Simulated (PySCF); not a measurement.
System: C₂H₈Ge (SMILES [CH3][GeH2][CH3]).

```xyz
11

C     1.2808    1.0084   -0.3275
Ge    0.1497   -0.5007    0.1869
C    -1.7227   -0.1203   -0.2240
H     2.3379    0.8012   -0.1075
H     0.9823    1.9136    0.2219
H     1.1828    1.2090   -1.4048
H     0.3051   -0.7716    1.7004
H     0.6009   -1.7687   -0.5727
H    -2.3652   -0.9646    0.0648
H    -2.0598    0.7748    0.3192
H    -1.8490    0.0592   -1.3020
```

Geometry: PBE0-D3(BJ)/def2-SVP.

Computed with PySCF 2.14.0, B3LYP/def2-SVPD, SCF density, gas phase.

### What can the converged electron density and electron localisation function tell about the bonding?

C–Ge (1.95 Å): the density is about 0.88 e/Å³ at the midpoint; the ELF peaks at about 0.95 in the valence shell of C, 0.7 Å from its nucleus, and is about 0.70 at the midpoint.
C–H (1.10 Å): the density is about 1.9 e/Å³ at the midpoint; the ELF climbs to about 1 towards the hydrogen, as it does in any bond to H; an ordinary covalent bond to hydrogen.

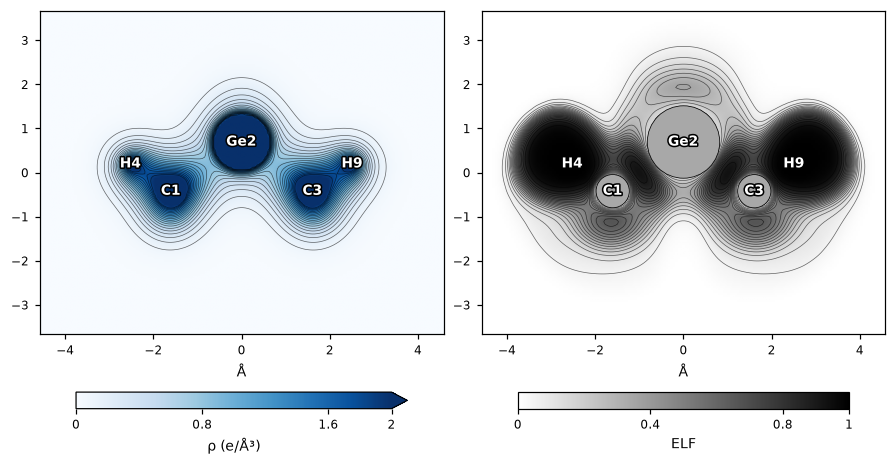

Computed electron density and electron localisation function on the plane of atoms C1, Ge2 and C3, in this order. Grey discs cover the atomic cores in the ELF map. 
